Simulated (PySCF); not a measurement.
# C₂H₁₀GeO₂Si: magnetic properties

Wanted: magnetic properties for C₂H₁₀GeO₂Si (`CO[SiH2][GeH2][O]C`).

Programs: PySCF 2.14.0, with routines of our own; each step states its level. All values are computed. Atoms count from 0.

## 1. The starting structure

16 atoms, charge 0, multiplicity 1; geometry from: GFN2-xTB.

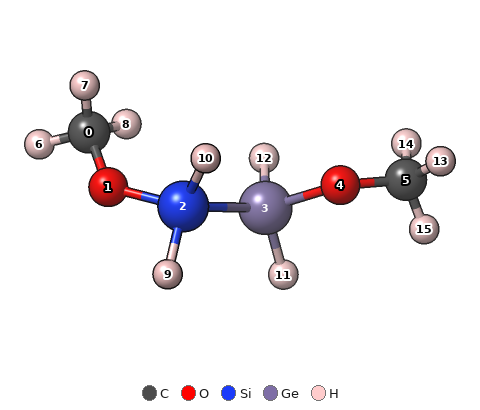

The starting geometry (carbon dark grey, oxygen red, silicon blue, germanium purple, hydrogen pink).

## 2. Magnetic properties: GIAO KT3/pcSseg-1

The job: settings as JSON, then the geometry in Å.

```
{"job": {"kind": "mag", "xc": "KT3", "basis": "pcSseg-1", "isotopologues": 2}, "charge": 0, "multiplicity": 1}
C     -3.066657     0.235433     0.483234
O     -2.445203    -1.004484     0.326707
Si    -0.904968    -1.417589     0.609782
Ge     0.575298     0.071573    -0.443207
O      1.973810    -0.020847     0.652205
C      3.173652     0.684222     0.459254
H     -3.995825     0.222098    -0.087192
H     -3.294844     0.416794     1.535967
H     -2.428761     1.044889     0.113893
H     -0.917200    -2.742705     0.005028
H     -0.599859    -1.448806     2.044538
H      1.129391    -0.221160    -1.844661
H      0.292820     1.583452    -0.589623
H      3.811965     0.491213     1.323529
H      2.998196     1.760787     0.380035
H      3.690586     0.354074    -0.445934
```

With the program's defaults for keys left out, this is: GIAO KT3/pcSseg-1 magnetisability, rotational g tensor and spin-rotation constants, non-relativistic, gas phase.

The run is started by

```bash
> OMP_NUM_THREADS=1 python excited_run.py task.json out
```

One launch serves the whole session: the jobs run in the order shown.

Standard output:

```text
coarse grid: 59272 points
cycle   1  E = -2612.2441213915  dE = -8.465e-02  |g| = 1.254e+00  |ddm| = 3.559e+00
cycle   2  E = -2609.8792392628  dE =  2.365e+00  |g| = 3.302e+00  |ddm| = 5.924e+00
cycle   3  E = -2612.4611072994  dE = -2.582e+00  |g| = 4.498e-01  |ddm| = 5.509e+00
cycle   4  E = -2612.4827900985  dE = -2.168e-02  |g| = 3.651e-01  |ddm| = 7.066e-01
cycle   5  E = -2612.5064424622  dE = -2.365e-02  |g| = 8.810e-02  |ddm| = 3.615e-01
cycle   6  E = -2612.5078297169  dE = -1.387e-03  |g| = 2.253e-02  |ddm| = 7.944e-02
cycle   7  E = -2612.5078948928  dE = -6.518e-05  |g| = 5.351e-03  |ddm| = 1.786e-02
cycle   8  E = -2612.5079001067  dE = -5.214e-06  |g| = 1.276e-03  |ddm| = 6.711e-03
final grid: 123520 points
cycle   9  E = -2612.5079096360  dE =  4.186e-07  |g| = 1.958e-03  |ddm| = 4.150e-03
cycle  10  E = -2612.5079075323  dE =  2.104e-06  |g| = 3.807e-03  |ddm| = 5.640e-03
cycle  11  E = -2612.5079104996  dE = -2.967e-06  |g| = 5.533e-04  |ddm| = 3.502e-03
cycle  12  E = -2612.5079105687  dE = -6.908e-08  |g| = 8.541e-05  |ddm| = 6.142e-04
cycle  13  E = -2612.5079105701  dE = -1.349e-09  |g| = 1.433e-05  |ddm| = 7.645e-05
cycle  14  E = -2612.5079105701  dE = -4.502e-11  |g| = 3.417e-06  |ddm| = 1.472e-05
converged SCF energy = -2612.5079105701

Magnetisability tensor (1e-30 J/T^2)
    -1351.03       37.58      -44.82
       37.58    -1199.11        5.73
      -44.82        5.73    -1124.13
isotropic -1224.76   principal values   -1368.11  -1190.60  -1115.58
isotropic susceptibility -73.757 1e-6 cm^3/mol

Inertial axes            a          b          c
rot. const./GHz      4.5839     0.8795     0.8248
chi total           -79.411    -73.212    -68.647
chi diamagnetic    -392.798  -1489.638  -1577.146
chi paramagnetic    313.387   1416.426   1508.498
quadrupole/D A        3.084     -1.478     -1.606
g nuclear            0.6260     0.5744     0.5726
g electronic        -0.6749    -0.5853    -0.5846
g total             -0.0489    -0.0108    -0.0119

Spin-rotation constants (kHz, H = +C I.J)
atom  isotope        aa         bb         cc
  6     1H        0.028     -0.064     -0.067
  7     1H       -0.395     -0.077      0.020
  8     1H       -0.018     -0.036     -0.090
  9     1H       -0.397     -0.043      0.015
 10     1H       -0.420     -0.030      0.008
 11     1H       -0.264     -0.070      0.011
 12     1H       -0.335      0.016     -0.051
 13     1H       -0.351     -0.011     -0.042
 14     1H       -0.469      0.017     -0.055
 15     1H       -0.333     -0.090      0.022
  0    13C*       1.050      0.151      0.163
  1    17O*      -0.264     -0.067     -0.026
  2   29Si*      -2.434     -0.523     -0.532
  3   73Ge*      -1.205     -0.259     -0.243
  4    17O*      -0.428     -0.030     -0.019
  5    13C*       0.664      0.209      0.199
* in the singly substituted isotopologue

Isotopologues: g along a, b, c
2H    at 6,7,8,9,10,11,    -0.0386    -0.0094    -0.0104
13C   at 0                 -0.0483    -0.0107    -0.0117
```

Wall time 68 s (1 thread of Arm Neoverse N1, shared host); peak memory 0.78 GiB.

From this job:

| quantity | value |
| --- | --- |
| magnetisability | -1225·10⁻³⁰ J/T² |
| molar susceptibility | -73.8·10⁻⁶ cm³/mol |
| rotational g (a, b, c) | -0.0489, -0.0108, -0.0119 |

## 3. Magnetic properties: GIAO wB97X-D/3-21G in water

Settings changed since step 2:

```diff
@@ -1,2 +1,2 @@
-{"job": {"kind": "mag", "xc": "KT3", "basis": "pcSseg-1", "isotopologues": 2}, "charge": 0, "multiplicity": 1}
+{"job": {"kind": "mag", "xc": "wB97X-D", "basis": "3-21G", "solvent": "water"}, "charge": 0, "multiplicity": 1}
 C     -3.066657     0.235433     0.483234
```

With the program's defaults for keys left out, this is: GIAO wB97X-D/3-21G magnetisability, non-relativistic, IEF-PCM water.

Standard output:

```text
coarse grid: 59272 points
cycle   1  E = -2586.1513618299  dE = -1.468e+00  |g| = 8.842e-01  |ddm| = 3.422e+00
cycle   2  E = -2586.1178007238  dE =  3.356e-02  |g| = 1.026e+00  |ddm| = 1.707e+00
cycle   3  E = -2586.2962424057  dE = -1.784e-01  |g| = 2.963e-02  |ddm| = 9.008e-01
cycle   4  E = -2586.2965569486  dE = -3.145e-04  |g| = 1.541e-02  |ddm| = 6.197e-02
cycle   5  E = -2586.2966018716  dE = -4.492e-05  |g| = 5.546e-03  |ddm| = 1.709e-02
cycle   6  E = -2586.2966079853  dE = -6.114e-06  |g| = 1.133e-03  |ddm| = 6.519e-03
final grid: 123520 points
cycle   7  E = -2586.2963920180  dE = -1.525e-06  |g| = 1.224e-03  |ddm| = 3.889e-03
cycle   8  E = -2586.2963920797  dE = -6.172e-08  |g| = 1.287e-03  |ddm| = 2.100e-03
cycle   9  E = -2586.2963923590  dE = -2.793e-07  |g| = 1.086e-04  |ddm| = 1.049e-03
cycle  10  E = -2586.2963923635  dE = -4.508e-09  |g| = 5.284e-05  |ddm| = 2.101e-04
cycle  11  E = -2586.2963923647  dE = -1.191e-09  |g| = 7.185e-06  |ddm| = 1.217e-04
cycle  12  E = -2586.2963923647  dE = -5.548e-11  |g| = 5.850e-06  |ddm| = 2.617e-05
converged SCF energy = -2586.2963923647

Magnetisability tensor (1e-30 J/T^2)
    -1485.46       32.27      -65.76
       32.27    -1303.88       25.08
      -65.76       25.08    -1268.60
isotropic -1352.64   principal values   -1510.79  -1301.47  -1245.67
isotropic susceptibility -81.458 1e-6 cm^3/mol

Inertial axes            a          b          c
rot. const./GHz      4.5839     0.8795     0.8248
chi total           -87.415    -81.545    -75.415
chi diamagnetic    -393.166  -1490.746  -1578.567
chi paramagnetic    305.752   1409.201   1503.152
quadrupole/D A        2.068     -1.236     -0.832
```

It took 32 s on 1 thread of Arm Neoverse N1, shared host; peak memory 0.8 GiB.

Key values:

| quantity | value |
| --- | --- |
| magnetisability | -1353·10⁻³⁰ J/T² |
| molar susceptibility | -81.5·10⁻⁶ cm³/mol |

## 4. Magnetic properties: GIAO KT3/pcSseg-0, grid 1

Settings changed since step 3:

```diff
@@ -1,2 +1,2 @@
-{"job": {"kind": "mag", "xc": "wB97X-D", "basis": "3-21G", "solvent": "water"}, "charge": 0, "multiplicity": 1}
+{"job": {"kind": "mag", "xc": "KT3", "basis": "pcSseg-0", "grid": 1}, "charge": 0, "multiplicity": 1}
 C     -3.066657     0.235433     0.483234
```

With the program's defaults for keys left out, this is: GIAO KT3/pcSseg-0 magnetisability, rotational g tensor and spin-rotation constants, non-relativistic, gas phase.

Standard output:

```text
final grid: 59272 points
cycle   1  E = -2609.2017670525  dE = -4.808e-01  |g| = 1.077e+00  |ddm| = 3.765e+00
cycle   2  E = -2606.7853461759  dE =  2.416e+00  |g| = 3.168e+00  |ddm| = 7.338e+00
cycle   3  E = -2609.4015497575  dE = -2.616e+00  |g| = 3.313e-01  |ddm| = 6.796e+00
cycle   4  E = -2609.4044977544  dE = -2.948e-03  |g| = 3.567e-01  |ddm| = 8.810e-01
cycle   5  E = -2609.4295222995  dE = -2.502e-02  |g| = 3.467e-02  |ddm| = 4.295e-01
cycle   6  E = -2609.4298782498  dE = -3.560e-04  |g| = 1.043e-02  |ddm| = 6.622e-02
cycle   7  E = -2609.4299063256  dE = -2.808e-05  |g| = 3.050e-03  |ddm| = 1.472e-02
cycle   8  E = -2609.4299085263  dE = -2.201e-06  |g| = 7.440e-04  |ddm| = 4.247e-03
cycle   9  E = -2609.4299087259  dE = -1.996e-07  |g| = 1.163e-04  |ddm| = 1.593e-03
cycle  10  E = -2609.4299087299  dE = -4.020e-09  |g| = 4.094e-05  |ddm| = 2.838e-04
cycle  11  E = -2609.4299087305  dE = -6.225e-10  |g| = 9.297e-06  |ddm| = 9.172e-05
converged SCF energy = -2609.4299087305

Magnetisability tensor (1e-30 J/T^2)
    -1452.18       25.27      -59.45
       25.27    -1267.84       25.99
      -59.45       25.99    -1216.29
isotropic -1312.10   principal values   -1470.96  -1268.77  -1196.58
isotropic susceptibility -79.017 1e-6 cm^3/mol

Inertial axes            a          b          c
rot. const./GHz      4.5839     0.8795     0.8248
chi total           -85.641    -78.887    -72.522
chi diamagnetic    -394.972  -1492.463  -1579.860
chi paramagnetic    309.331   1413.576   1507.338
quadrupole/D A        2.409     -1.046     -1.362
g nuclear            0.6260     0.5744     0.5726
g electronic        -0.6661    -0.5841    -0.5841
g total             -0.0402    -0.0097    -0.0115

Spin-rotation constants (kHz, H = +C I.J)
atom  isotope        aa         bb         cc
  6     1H       -0.006     -0.073     -0.073
  7     1H       -0.444     -0.088      0.011
  8     1H       -0.078     -0.047     -0.102
  9     1H       -0.452     -0.050      0.006
 10     1H       -0.481     -0.037     -0.001
 11     1H       -0.307     -0.078      0.004
 12     1H       -0.378      0.007     -0.057
 13     1H       -0.403     -0.019     -0.049
 14     1H       -0.529      0.007     -0.064
 15     1H       -0.389     -0.101      0.013
  0    13C*       1.026      0.145      0.161
  1    17O*      -0.262     -0.053     -0.005
  2   29Si*      -2.261     -0.517     -0.550
  3   73Ge*      -1.032     -0.228     -0.211
  4    17O*      -0.442     -0.018     -0.000
  5    13C*       0.640      0.204      0.192
* in the singly substituted isotopologue
```

Run time: 19 s. Hardware: 1 thread of Arm Neoverse N1, shared host; peak memory 0.68 GiB.

Key values:

| quantity | value |
| --- | --- |
| magnetisability | -1312·10⁻³⁰ J/T² |
| molar susceptibility | -79.0·10⁻⁶ cm³/mol |
| rotational g (a, b, c) | -0.0402, -0.0097, -0.0115 |

## 5. Magnetic properties side by side

| level | ξ (10⁻³⁰ J/T²) | g(a) | g(b) | gap (eV) | functions | time |
| --- | --- | --- | --- | --- | --- | --- |
| GIAO KT3/pcSseg-1 | -1225 | -0.0489 | -0.0108 | 4.59 | 183 | 68 s |
| GIAO KT3/pcSseg-0, grid 1 | -1312 | -0.0402 | -0.0097 | 4.35 | 94 | 19 s |

## 6. What came out

```
                                          quantity                      value
       magnetisability (step 2, GIAO KT3/pcSseg-1)           -1225·10⁻³⁰ J/T²
  molar susceptibility (step 2, GIAO KT3/pcSseg-1)         -73.8·10⁻⁶ cm³/mol
rotational g (a, b, c) (step 2, GIAO KT3/pcSseg-1)  -0.0489, -0.0108, -0.0119
                   magnetisability over the levels  -1312 to -1225·10⁻³⁰ J/T²
```

In words: Steps that list no spin-orbit terms leave them out, which matters at and beside the heavy atoms. The magnetisability spreads by 6.9 % over 2 levels, from GIAO KT3/pcSseg-0, grid 1 (19 s) to GIAO KT3/pcSseg-1 (68 s); the runs took 19 s to 68 s. Two levels can agree by chance, so this spread shows no convergence. Vibrational averaging and real surroundings are missing from these values.
